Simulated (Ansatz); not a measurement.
What x(Sn) = 0.375, 8 atoms, Cm does to Ge

Base system: Ge in the diamond structure (space group Fd-3m, No. 227; a = 5.7622 Å).

The other end (x = 1) is Sn in the diamond structure (space group Fd-3m, No. 227): 36.85 Å³/atom, gap zero.

Modification: a fraction x = 0.375 of the Ge sites is given to Sn, ordered in a cell of 8 atoms (starting symmetry Cm) and fully relaxed.

Level of theory: PBE (Ansatz, a quantum-chemistry and plane-wave program; PAW; 420 eV plane waves; no spin-orbit coupling), earlier PAW set. Settings: 11×11×7 k-points, 0.05 eV Fermi–Dirac smearing, for the changed cell.

The volume per atom grows by 4.546 Å³ (23.92 Å³ → 28.46 Å³) and the density rises by 0.202 g/cm³ to 5.25 g/cm³. The shortest interatomic distance rises by 0.013 Å to 2.508 Å and the band gap remains zero. The mixing energy is +0.04 eV/atom (to 0.01 eV only: unlike meshes or grids) and the deviation of the volume from the linear (Vegard-type) interpolation is -1.1 %.

Final structure:

```xyz
8
Lattice="7.1529 -2.1589 0.0000 7.1529 2.1589 0.0000 -1.2945 0.0000 7.3722" Properties=species:S:1:pos:R:3 pbc="T T T"
Sn     1.2970     0.0000     2.7678
Ge     7.8132     0.0000     6.4491
Sn     5.1886     0.0000     0.8766
Sn    11.7244     0.0000     4.6477
Ge     9.0633     0.0000     4.2505
Ge     2.5472     0.0000     0.3473
Ge    12.9679     0.0000     2.2986
Ge     5.3439     0.0000     6.0080
```

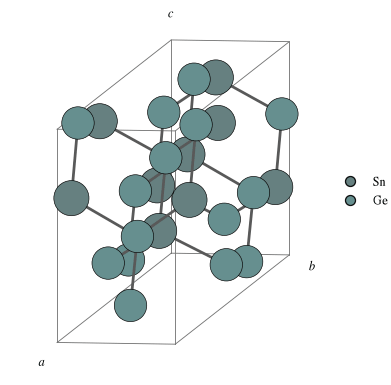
The relaxed conventional cell after the change

Cost of the whole job for the changed cell (relaxation, final SCF and bands): around 27 core-minutes (rough).

Each cell is one ordered arrangement of few atoms, which overstates ordering effects compared with a random alloy. Whether these cells are dynamically stable was not tested. The final runs are not spin-polarised. The zero or small gap of Ge can change with the level of theory.
